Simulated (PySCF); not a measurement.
# Ir⁷⁴⁺, Pt⁷⁵⁺, Au⁷⁶⁺: ionisation energies with spin-orbit coupling

Each state of these ions is computed at each level; their differences give the ionisation energy. How far do the methods differ?

Method: two-component X2C-1e, generalised determinants. Code: PySCF 2.14.0.

## (1) The atom as given

- Elements: iridium (Z = 77), platinum (Z = 78), gold (Z = 79)
- Basis: one for each species, given in its step
- Hamiltonian: two-component X2C-1e, Gaussian nucleus, no Breit or QED terms; spin-orbit coupling, run by run: off; screened by Boettger's factors
- Core shells frozen in the correlated runs: none (for Ir⁷⁴⁺)
- State 1: Ir⁷⁴⁺: [He] 2s1; 2s1/2 filled at m_j = +1/2
- State 2: Pt⁷⁵⁺: [He] 2s1; 2s1/2 filled at m_j = +1/2
- State 3: Au⁷⁶⁺: [He] 2s1; 2s1/2 filled at m_j = +1/2
- Needed too, but not shown: Ir⁷⁵⁺ 1s2 (1S), Pt⁷⁶⁺ 1s2 (1S), Au⁷⁷⁺ 1s2 (1S)
- Methods: GHF, GMP2

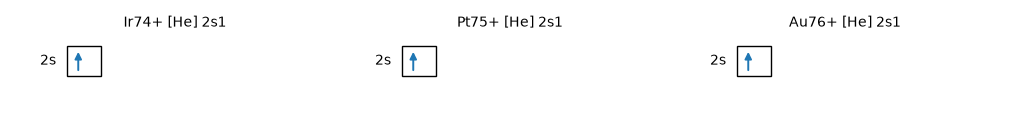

Occupation of the outer shells (arrows by Hund's rule).

A driver program built on PySCF's X2C-1e integrals ran all steps in one process from the settings above; there is no separate input file.

The integrals over 108 functions and the set-up took 0.46 s of CPU time.

## (2) Ir⁷⁴⁺: the ladder of methods

Basis: an even-tempered Gaussian basis (16 s from 64 bohr⁻², ratio 2.4; 13 p from 83 bohr⁻², ratio 2.4; 5 d from 260 bohr⁻², ratio 2.6; 4 f from 380 bohr⁻², ratio 2.6).

GHF (spin-free):

The program printed:

```text
cycle= 1 E= -7221.6232196134  delta_E= -7.22e+03  |FDS-SDF|= 0.604
cycle= 2 E= -7221.6275989537  delta_E= -0.00438  |FDS-SDF|= 0.0127
cycle= 3 E= -7221.6276003752  delta_E= -1.42e-06  |FDS-SDF|= 1.89e-05
cycle= 4 E= -7221.6276003752  delta_E= -1.36e-11  |FDS-SDF|= 1.26e-07
```

CPU time 2.5 s on a shared host, the integrals not counted.

Occupied spinors (without spin-orbit coupling the j labels only name the start):

| spinor shell | electrons | mean energy (eV) | weight of the nominal j | rms radius (bohr) |
| --- | --- | --- | --- | --- |
| 1s1/2 | 2 | -86185.1 | 1.000 | 0.0196 |
| 2s1/2 | 1 | -21586.9 | 1.000 | 0.0758 |

M_J = 1/2, ⟨J²⟩ = 0.750, ⟨L²⟩ = 0.000, ⟨S²⟩ = 0.750.

GMP2 (spin-free):

This step left no log, only its results.

CPU time 0.87 s on a shared host, the integrals not counted.

With 3 electrons correlated and 28 very high virtual spinors dropped, the MP2 correlation energy is -0.08438 hartree. Largest pairs: 1s1/2-1s1/2 -0.0697, 1s1/2-2s1/2 -0.0147.

At this charge the one-electron X2C treatment keeps the bare 1/r₁₂, with no two-electron picture change or Breit term, which inflates the 1s pair energies well beyond their four-component values.

GHF (screened spin-orbit):

The program printed:

```text
cycle= 1 E= -7221.6232196134  delta_E= -7.22e+03  |FDS-SDF|= 0.604
cycle= 2 E= -7221.6275989536  delta_E= -0.00438  |FDS-SDF|= 0.0127
cycle= 3 E= -7221.6276003751  delta_E= -1.42e-06  |FDS-SDF|= 1.89e-05
cycle= 4 E= -7221.6276003752  delta_E= -9.09e-12  |FDS-SDF|= 1.26e-07
```

It used 2.4 s of CPU time after the integrals (shared host).

Occupied spinors:

```
spinor shell  electrons  mean energy (eV)  weight of the nominal j  rms radius (bohr)
       1s1/2          2          -86185.1                    1.000             0.0196
       2s1/2          1          -21586.9                    1.000             0.0758
```

M_J = 1/2, ⟨J²⟩ = 0.750, ⟨L²⟩ = 0.000, ⟨S²⟩ = 0.750.

GMP2 (screened spin-orbit):

The driver printed no log here.

CPU time 0.13 s on a shared host, the integrals not counted.

With 3 electrons correlated and 28 very high virtual spinors dropped, the MP2 correlation energy is -0.08487 hartree. Largest pairs: 1s1/2-1s1/2 -0.0701, 1s1/2-2s1/2 -0.0147.

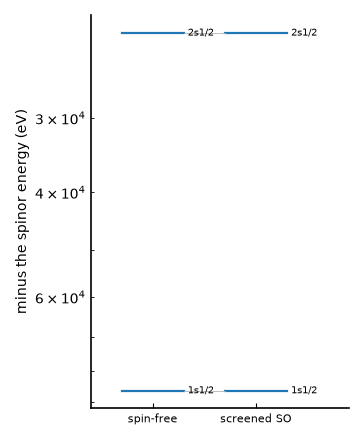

The highest 2 spinor levels of Ir⁷⁴⁺ on a logarithmic scale, without and with spin-orbit coupling.

## (3) Pt⁷⁵⁺

Basis: an uncontracted even-tempered set (16 s from 65 bohr⁻², ratio 2.4; 13 p from 85 bohr⁻², ratio 2.4; 5 d from 260 bohr⁻², ratio 2.6; 4 f from 390 bohr⁻², ratio 2.6).

GHF (spin-free):

The program printed:

```text
cycle= 1 E= -7432.0484545765  delta_E= -7.43e+03  |FDS-SDF|= 0.623
cycle= 2 E= -7432.0528962225  delta_E= -0.00444  |FDS-SDF|= 0.0131
cycle= 3 E= -7432.0528976364  delta_E= -1.41e-06  |FDS-SDF|= 1.95e-05
cycle= 4 E= -7432.0528976364  delta_E= -1.73e-11  |FDS-SDF|= 1.3e-07
```

CPU time 2.5 s on a shared host, the integrals not counted.

Occupied spinors (without spin-orbit coupling the j labels only name the start):

| spinor shell | electrons | mean energy (eV) | weight of the nominal j | rms radius (bohr) |
| --- | --- | --- | --- | --- |
| 1s1/2 | 2 | -88698.9 | 1.000 | 0.0192 |
| 2s1/2 | 1 | -22237.5 | 1.000 | 0.0746 |

M_J = 1/2, ⟨J²⟩ = 0.750, ⟨L²⟩ = 0.000, ⟨S²⟩ = 0.750.

GMP2 (spin-free):

No log was kept for this step.

It used 0.91 s of CPU time after the integrals (shared host).

With 3 electrons correlated and 28 very high virtual spinors dropped, the MP2 correlation energy is -0.08553 hartree. Largest pairs: 1s1/2-1s1/2 -0.0706, 1s1/2-2s1/2 -0.0149.

GHF (screened spin-orbit):

The program printed:

```text
cycle= 1 E= -7432.0484545763  delta_E= -7.43e+03  |FDS-SDF|= 0.623
cycle= 2 E= -7432.0528962223  delta_E= -0.00444  |FDS-SDF|= 0.0131
cycle= 3 E= -7432.0528976362  delta_E= -1.41e-06  |FDS-SDF|= 1.95e-05
cycle= 4 E= -7432.0528976362  delta_E= -1.55e-11  |FDS-SDF|= 1.3e-07
```

CPU time 2.4 s on a shared host, the integrals not counted.

Occupied spinors:

```csv
spinor shell,electrons,mean energy (eV),weight of the nominal j,rms radius (bohr)
1s1/2,2,-88698.9,1.000,0.0192
2s1/2,1,-22237.5,1.000,0.0746
```

M_J = 1/2, ⟨J²⟩ = 0.750, ⟨L²⟩ = 0.000, ⟨S²⟩ = 0.750.

GMP2 (screened spin-orbit):

No log was kept for this step.

CPU time 0.13 s on a shared host, the integrals not counted.

With 3 electrons correlated and 28 very high virtual spinors dropped, the MP2 correlation energy is -0.08606 hartree. Largest pairs: 1s1/2-1s1/2 -0.0711, 1s1/2-2s1/2 -0.0150.

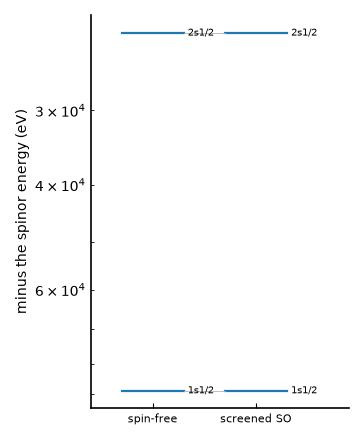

The highest 2 spinor levels of Pt⁷⁵⁺ on a logarithmic scale, without and with spin-orbit coupling.

## (4) Au⁷⁶⁺

Basis: an even-tempered Gaussian basis (16 s from 67 bohr⁻², ratio 2.4; 13 p from 87 bohr⁻², ratio 2.4; 5 d from 270 bohr⁻², ratio 2.6; 4 f from 400 bohr⁻², ratio 2.6).

GHF (spin-free):

The program printed:

```text
cycle= 1 E= -7646.5117104742  delta_E= -7.65e+03  |FDS-SDF|= 0.643
cycle= 2 E= -7646.5162183821  delta_E= -0.00451  |FDS-SDF|= 0.0134
cycle= 3 E= -7646.5162197903  delta_E= -1.41e-06  |FDS-SDF|= 2.02e-05
cycle= 4 E= -7646.5162197903  delta_E= -2.09e-11  |FDS-SDF|= 1.35e-07
```

It used 2.3 s of CPU time after the integrals (shared host).

Occupied spinors (without spin-orbit coupling the j labels only name the start):

| spinor shell | electrons | mean energy (eV) | weight of the nominal j | rms radius (bohr) |
| --- | --- | --- | --- | --- |
| 1s1/2 | 2 | -91260.4 | 1.000 | 0.0189 |
| 2s1/2 | 1 | -22901.4 | 1.000 | 0.0733 |

M_J = 1/2, ⟨J²⟩ = 0.750, ⟨L²⟩ = 0.000, ⟨S²⟩ = 0.750.

GMP2 (spin-free):

The driver printed no log here.

It used 0.87 s of CPU time after the integrals (shared host).

With 3 electrons correlated and 28 very high virtual spinors dropped, the MP2 correlation energy is -0.08677 hartree. Largest pairs: 1s1/2-1s1/2 -0.0716, 1s1/2-2s1/2 -0.0152.

GHF (screened spin-orbit):

The program printed:

```text
cycle= 1 E= -7646.5117104742  delta_E= -7.65e+03  |FDS-SDF|= 0.643
cycle= 2 E= -7646.5162183821  delta_E= -0.00451  |FDS-SDF|= 0.0134
cycle= 3 E= -7646.5162197903  delta_E= -1.41e-06  |FDS-SDF|= 2.02e-05
cycle= 4 E= -7646.5162197903  delta_E= -1.27e-11  |FDS-SDF|= 1.35e-07
```

CPU time 2.4 s on a shared host, the integrals not counted.

Occupied spinors:

| spinor shell | electrons | mean energy (eV) | weight of the nominal j | rms radius (bohr) |
| --- | --- | --- | --- | --- |
| 1s1/2 | 2 | -91260.4 | 1.000 | 0.0189 |
| 2s1/2 | 1 | -22901.4 | 1.000 | 0.0733 |

M_J = 1/2, ⟨J²⟩ = 0.750, ⟨L²⟩ = 0.000, ⟨S²⟩ = 0.750.

GMP2 (screened spin-orbit):

This step left no log, only its results.

CPU time 0.12 s on a shared host, the integrals not counted.

With 3 electrons correlated and 28 very high virtual spinors dropped, the MP2 correlation energy is -0.08732 hartree. Largest pairs: 1s1/2-1s1/2 -0.0721, 1s1/2-2s1/2 -0.0152.

## (5) The energy differences

Ionisation energy: Ir⁷⁴⁺ [He] 2s1 [2s1/2^1, M_J = 1/2] → Ir⁷⁵⁺ 1s2.

| method | value (eV) | less the reference (eV) |
| --- | --- | --- |
| GHF (spin-free) | 21586.9 | +30.3 |
| GMP2 (spin-free) | 21587.1 | +30.5 |
| GHF (screened spin-orbit) | 21586.9 | +30.3 |
| GMP2 (screened spin-orbit) | 21587.1 | +30.5 |

Reference: 21556.6 ± 0.24 eV (theoretical estimate listed by NIST; NIST Atomic Spectra Database, ionization energies). For this ion Breit and QED terms and the two-electron picture change, all absent here, are large against electron correlation. The spin-free rows have the spin-orbit operator switched off.

Ionisation energy: Pt⁷⁵⁺ [He] 2s1 [2s1/2^1, M_J = 1/2] → Pt⁷⁶⁺ 1s2.

| method | value (eV) | less the reference (eV) |
| --- | --- | --- |
| GHF (spin-free) | 22237.4 | +31.7 |
| GMP2 (spin-free) | 22237.7 | +32.0 |
| GHF (screened spin-orbit) | 22237.4 | +31.7 |
| GMP2 (screened spin-orbit) | 22237.7 | +32.0 |

Reference: 22205.7 ± 0.3 eV (theoretical estimate listed by NIST; NIST Atomic Spectra Database, ionization energies). For this ion Breit and QED terms and the two-electron picture change, all absent here, are large against electron correlation. The spin-free rows have the spin-orbit operator switched off.

Ionisation energy: Au⁷⁶⁺ [He] 2s1 [2s1/2^1, M_J = 1/2] → Au⁷⁷⁺ 1s2.

```csv
method,value (eV),less the reference (eV)
GHF (spin-free),22901.3,+33.2
GMP2 (spin-free),22901.6,+33.5
GHF (screened spin-orbit),22901.3,+33.2
GMP2 (screened spin-orbit),22901.6,+33.5
```

Reference: 22868.1 ± 0.3 eV (theoretical estimate listed by NIST; NIST Atomic Spectra Database, ionization energies). For this ion Breit and QED terms and the two-electron picture change, all absent here, are large against electron correlation. The spin-free rows have the spin-orbit operator switched off.

The differences also use runs on Ir⁷⁵⁺ 1s2 (1S), Pt⁷⁶⁺ 1s2 (1S), Au⁷⁷⁺ 1s2 (1S), which are not shown here.

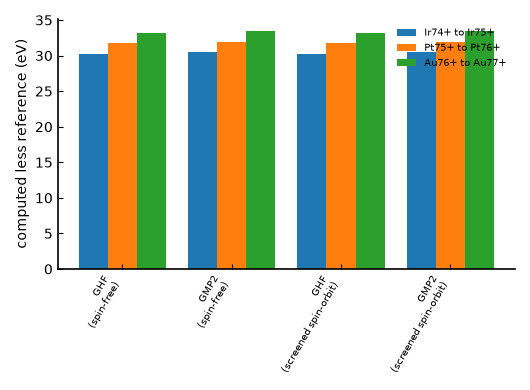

Computed less reference values by method, where the reference is not like for like or is itself uncertain.

## (6) What came out

| quantity | value |
| --- | --- |
| ionisation energy, Ir⁷⁴⁺ | GHF (spin-free) 21586.9, GMP2 (screened spin-orbit) 21587.1 eV; reference 21556.6 ± 0.24 |
| ionisation energy, Pt⁷⁵⁺ | GHF (spin-free) 22237.4, GMP2 (screened spin-orbit) 22237.7 eV; reference 22205.7 ± 0.3 |
| ionisation energy, Au⁷⁶⁺ | GHF (spin-free) 22901.3, GMP2 (screened spin-orbit) 22901.6 eV; reference 22868.1 ± 0.3 |

**Reading.** For the first difference the methods span 0.247 eV, from GHF (screened spin-orbit) (21586.9) to GMP2 (screened spin-orbit) (21587.1). The reference is uncertain or not like for like (spin-orbit coupling or other relativistic terms), so no ranking of close methods is drawn. Spin-orbit coupling moves the first difference by +0.001 eV at GMP2. All values hold for this basis alone; no basis-set limit was taken.
